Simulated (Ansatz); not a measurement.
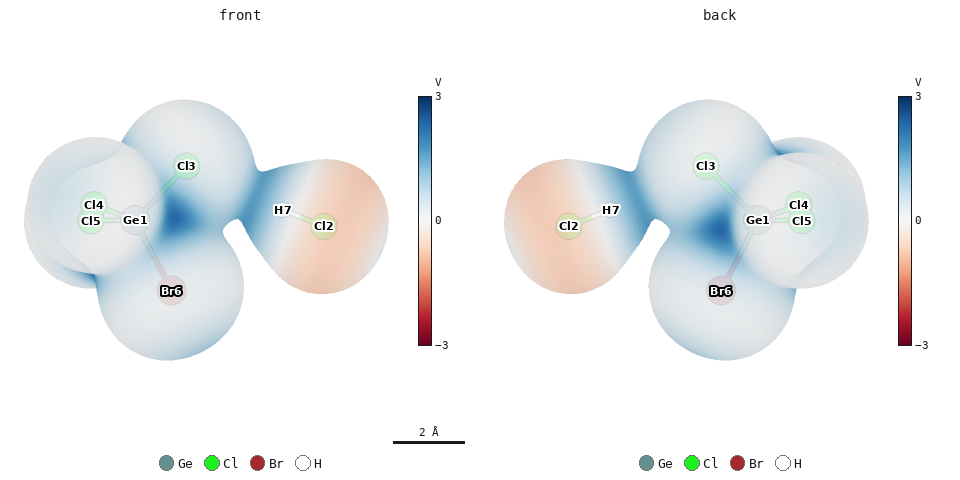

The picture shows: BrCl3Ge···HCl. The molecular electrostatic potential painted on the density surface at 0.002 e/bohr³, seen from the front and from behind; the colour scale runs from red (negative) to blue (positive).

All numbers below come from Ansatz, RHF/def2-SVP.

```yaml
atoms:
  - { symbol: Ge, position_ang: [-0.7925, 0.0025, -0.8848] }
  - { symbol: Cl, position_ang: [-0.1532, -0.0100, 4.4536] }
  - { symbol: Cl, position_ang: [0.9605, 0.0061, 0.3371] }
  - { symbol: Cl, position_ang: [-0.7688, 1.7316, -2.1184] }
  - { symbol: Cl, position_ang: [-0.7662, -1.7334, -2.1087] }
  - { symbol: Br, position_ang: [-2.6357, 0.0065, 0.4450] }
  - { symbol: H, position_ang: [0.1404, -0.0033, 3.2152] }
```

Which sites attract a positive test charge, and which a negative one?

A positive charge is drawn to the negative regions and a negative charge to the positive ones. The most negative region (about −0.7 V) lies over Cl2, the most positive (about +2.3 V) over Ge1. Cl2 shows a σ-hole: about +0.2 V at the tip opposite its bond, against about −0.6 V on its flanks. Br6 shows a σ-hole: about +0.9 V at the tip opposite its bond, against about +0.2 V on its flanks.
